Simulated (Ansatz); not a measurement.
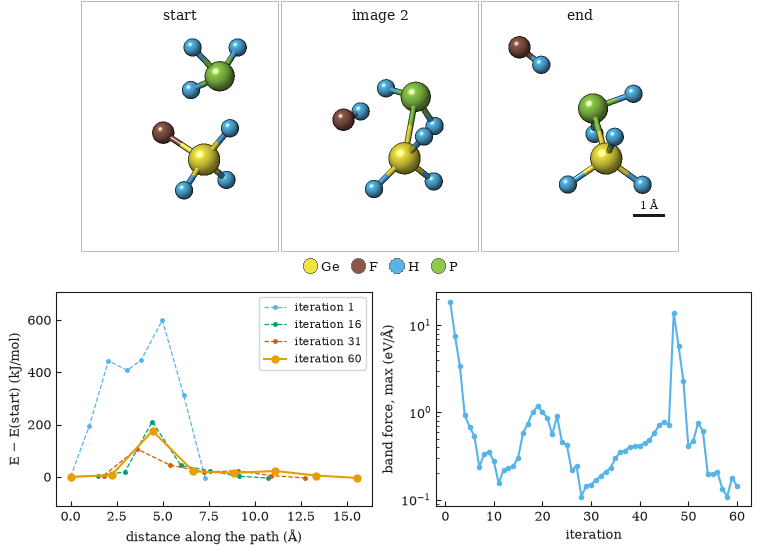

NEB run on GePH6F, made up at the start of GeH$_{3}$F and PH3. Images are numbered from 0 (start) to 7 (end). The plot follows the band through its iterations. A ball-and-stick model, seen from a free direction.

The calculation used RKS PBE0/def2-SVPD (Ansatz 0.2.0). Run with 6 movable images; no climbing image; force threshold 0.05 eV/Å; iteration limit 60; starting path through a guess of the saddle point.

Question: Did the band converge, and can the barrier be trusted?

Answer: The result isn't final. The band hadn't converged when the run stopped after 60 iterations. The largest component of the band force went from 19 to 0.14 eV/Å. The barrier read from it is provisional, though the highest image hardly moved in the last two iterations. The first iteration put the highest image at 599.3 kJ/mol. The highest point, image 2, lies 176.0 kJ/mol above the start and 180.0 kJ/mol above the end; the end is at −3.9 kJ/mol relative to the start.

Limits of the set-up: the start holds two separate molecules, 3.2 Å apart at their closest, whose relative position is a soft coordinate and is computed without a dispersion correction.

The run took 12 min on 4 threads of Arm Neoverse V1, with other jobs on the host, peak memory 0.35 GiB.
